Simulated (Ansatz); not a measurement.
Density of states of LaRh₂Ge₂ (I4/mmm, 5 atoms in the cell).

```
CELL_PARAMETERS angstrom
     -2.07033     2.07033     6.80701
      2.07033    -2.07033     6.80701
      2.07033     2.07033    -6.80701
ATOMIC_POSITIONS crystal
  La 0.00000 0.00000 0.00000
  Rh 0.75000 0.25000 0.50000
  Rh 0.25000 0.75000 0.50000
  Ge 0.35450 0.35450 0.00000
  Ge 0.64550 0.64550 0.00000
```

Method of the run: PBEsol, harder PAW files (source: ansatz) made with PBE (plane waves; Ansatz, a program for electronic structure).

SCF settings: basis.ecutwfc = 820 eV; kpoints.mp_grid.grid = 7 7 7; hamiltonian.xc = pbesol; hamiltonian.pseudopotentials = {kind: paw, source: ansatz}; scf.occupations.method = methfessel_paxton; scf.occupations.width = 0.272 eV. Keys of the DOS step: output.dos.nscf_kmesh.grid = 14 14 14; output.dos.method = {smearing: {sigma: 0.02}} eV.

The starting cell was generated: these elements placed on a structure prototype, without a prior relaxation; it need not be a known phase or ordering of this composition. Its lattice was rescaled by a random factor within 2.5 % of one. Spin polarisation is off.

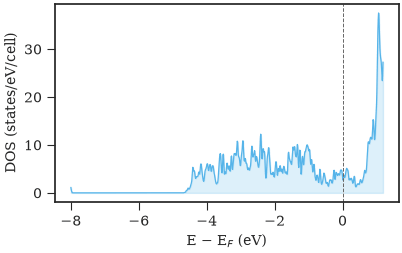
*Total density of states, both spins summed.*

Total DOS (both spins), as means of the tabulated values in each energy bin; the zero is the program's Fermi level or highest filled level, and the curve is cut to this window:

```csv
E (eV),states/eV/cell
-7.88,0.10
-7.62,0.00
-7.38,0.00
-7.12,0.00
-6.88,0.00
-6.62,0.00
-6.38,0.00
-6.12,0.00
-5.88,0.00
-5.62,0.00
-5.38,0.00
-5.12,0.00
-4.88,0.00
-4.62,0.34
-4.38,3.30
-4.12,4.27
-3.88,5.14
-3.62,4.78
-3.38,5.35
-3.12,7.63
-2.88,7.06
-2.62,7.30
-2.38,7.71
-2.12,5.51
-1.88,4.87
-1.62,5.67
-1.38,8.16
-1.12,7.76
-0.88,5.64
-0.62,3.15
-0.38,2.39
-0.12,4.02
0.12,3.65
0.38,2.17
0.62,3.95
0.88,12.3
```

Around zero the curve holds about 4.0 states/eV/cell.

Keys are those of Ansatz 0.2.
